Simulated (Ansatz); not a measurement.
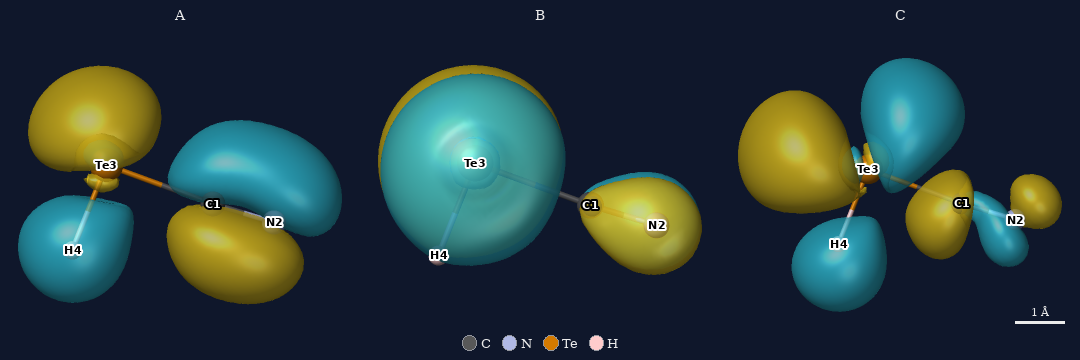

*CHNTe. Three frontier orbitals at ±0.08 Å⁻³ᐟ² (yellow and cyan are the two phases), in no order.*

Geometry: B3LYP-D4/def2-TZVP; core potentials replace the inner electrons of Te.

Theory: isolated molecule in a Gaussian basis; Kohn-Sham density functional theory, functional PBE0 (Ansatz).

```tsv
atom	x (Å)	y (Å)	z (Å)
C	0.8198	-0.3011	0.3264
N	1.3195	-0.9167	1.1651
Te	-0.1098	0.6946	-1.2059
H	0.4589	2.1585	-0.6591
```

> Order the three orbitals by energy and name them.

A is the HOMO−1 (−9.77 eV). By Hirshfeld shares it lies mainly on N2 (about 40 %), C1 (about 30 %), Te3 (about 25 %) and H4 (about 10 %); it is symmetric in the molecular plane (an in-plane orbital: σ, lone-pair or in-plane π type). B is the HOMO (−7.38 eV). Its weight (Hirshfeld) is mainly on Te3 (about 80 %) and N2 (about 10 %); it changes sign across the molecular plane (π type). C is the LUMO (−1.89 eV). It lies mainly on Te3 (about 70 %), C1 (about 15 %) and H4 (about 10 %); it is symmetric in the molecular plane (an in-plane orbital: σ, lone-pair or in-plane π type).

> What is the HOMO–LUMO gap?

5.49 eV between the orbital energies.
